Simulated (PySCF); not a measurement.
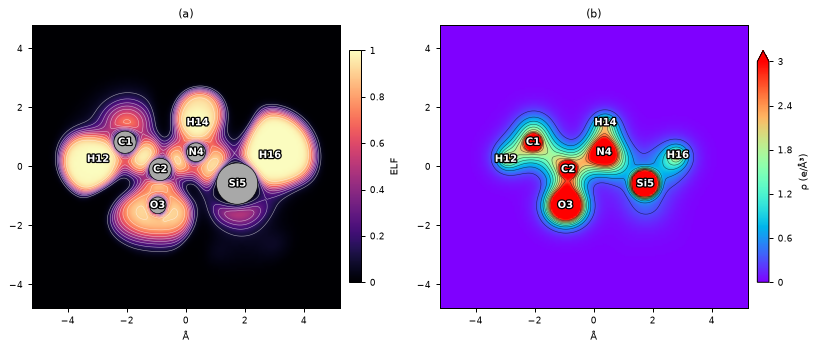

C5H12N2OSi2. (a) ELF; (b) electron density on the plane of atoms O3, C2 and N4. Grey discs cover the atomic cores in the ELF map.

Geometry: GFN2-xTB.

These are results of PBE0/pcSseg-1, SCF density, gas phase, non-relativistic (PySCF 2.14.0), not measurements.

```csv
atom,x (Å),y (Å),z (Å)
C,2.1827,1.9253,0.1252
C,1.6969,0.5208,-0.1194
O,1.9667,-0.4287,0.5929
N,0.9203,0.3315,-1.2060
Si,0.4270,-1.3136,-1.5564
C,-0.6063,-2.1007,-0.1651
Si,-2.0851,-1.1127,0.4869
C,-1.4523,0.4583,1.4057
C,-1.3083,1.5540,0.5122
N,-1.1934,2.4226,-0.2272
H,2.8391,2.2263,-0.6892
H,2.7304,1.9700,1.0623
H,1.3353,2.6075,0.1562
H,0.6411,1.1386,-1.7393
H,1.6412,-2.0857,-1.8124
H,-0.3844,-1.1328,-2.7639
H,0.0621,-2.3154,0.6687
H,-0.9673,-3.0633,-0.5244
H,-3.0021,-0.6941,-0.5791
H,-2.8253,-1.8849,1.4976
H,-2.1473,0.7447,2.1954
H,-0.4814,0.2518,1.8594
```

Read the bonding off the picture.

Answer. The plane passes through C, O, N, Si and H nuclei. C–O (1.22 Å): ρ at the midpoint is about 3.2 e/Å³; the ELF peaks at about 0.85 between the atoms: a short, multiple covalent bond. Si–N (1.75 Å): the density is about 1 e/Å³ at the midpoint; the ELF peaks at about 0.95 between the atoms; a polar covalent bond. N–H (1.01 Å): ρ at the midpoint is about 2.9 e/Å³; the ELF climbs to about 1 towards the hydrogen, as it does in any bond to H (a covalent bond by its length). C–C (1.51 Å): the density is about 1.7 e/Å³ at the midpoint; the ELF peaks at about 0.95 between the atoms, as expected for a shared electron pair. The ELF also peaks beside O3, away from the bonds: lone-pair regions.
